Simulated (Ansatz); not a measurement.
The calculation's input:

```
crystal:
  periodic: [false, false, false]
  atoms:
    - { symbol: B, position_ang: [-1.555979, 0.007243, -0.43011] }
    - { symbol: Si, position_ang: [1.616904, -0.47371, 0.119465] }
    - { symbol: F, position_ang: [-1.745215, -1.292613, -0.521479] }
    - { symbol: F, position_ang: [-1.017013, 0.661052, -1.445154] }
    - { symbol: H, position_ang: [0.361613, -0.064833, 0.71793] }
    - { symbol: S, position_ang: [-2.10178, 0.890599, 1.110129] }
    - { symbol: H, position_ang: [2.309663, 0.727532, -0.421777] }
    - { symbol: H, position_ang: [1.374711, -1.443974, -0.983079] }
    - { symbol: H, position_ang: [2.456936, -1.112202, 1.172038] }
    - { symbol: H, position_ang: [-1.69974, 2.100906, 0.681937] }
basis:
  gaussian: { orbitals: "6-31G*" }
hamiltonian:
  xc: pbe0
  dispersion: d4
relax:
  f_tol: 0.03
  max_steps: 50
output:
  orbitals: {}
```

Command:

```sh
ansatz run input.yaml --threads 2 --pin off --max-ram 3072MiB --backend cpu --events-out ev --progress --plain --runs-dir out
```

The fields are those of the run's last geometry, not of the input's.

These are results of Ansatz, RKS PBE0-D4/6-31G*, not measurements.

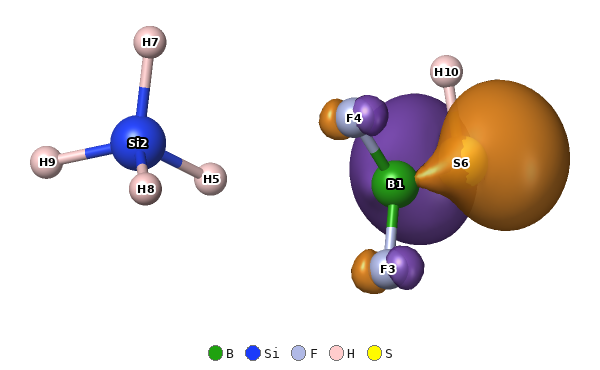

BF2HS···SiH4. The HOMO at ±0.15 Å⁻³ᐟ² (orange and purple are the two phases), seen at an oblique angle.

Where does this orbital lie, and at what energy?

By Hirshfeld shares it lies mainly on S6 (about 80 %) and B1 (about 10 %); largely a lone pair of S6. Its energy is −8.25 eV.
